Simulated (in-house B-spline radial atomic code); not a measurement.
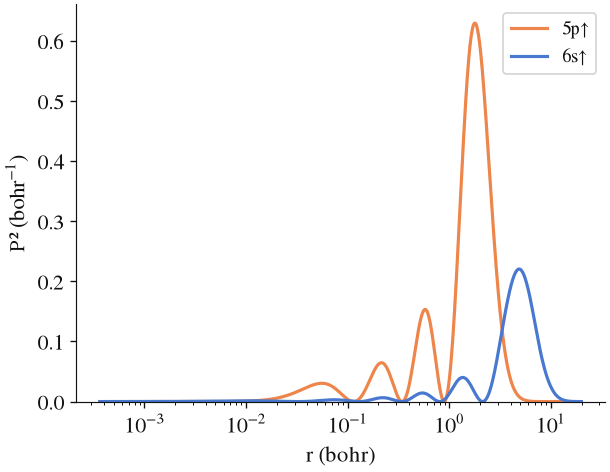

A free Cs atom in the configuration [Xe] 6s1 (high spin). Theory: scalar-relativistic (spin-free one-electron X2C) PBE0, spin-polarised, spherical fractional occupations, Fermi nucleus, basis-set limit (computed with an in-house B-spline radial code). Radial functions and radii carry no picture-change correction.

The plot shows the radial probability densities P² of 5p up and 6s up.

### Describe it and give its main numbers.

5p up: outer maximum at 1.78 bohr, ⟨r⟩ = 2.09 bohr, 3 nodes, eigenvalue −15.0 eV; 6s up: outer maximum at 4.88 bohr, ⟨r⟩ = 5.68 bohr, 5 nodes, eigenvalue −2.66 eV.
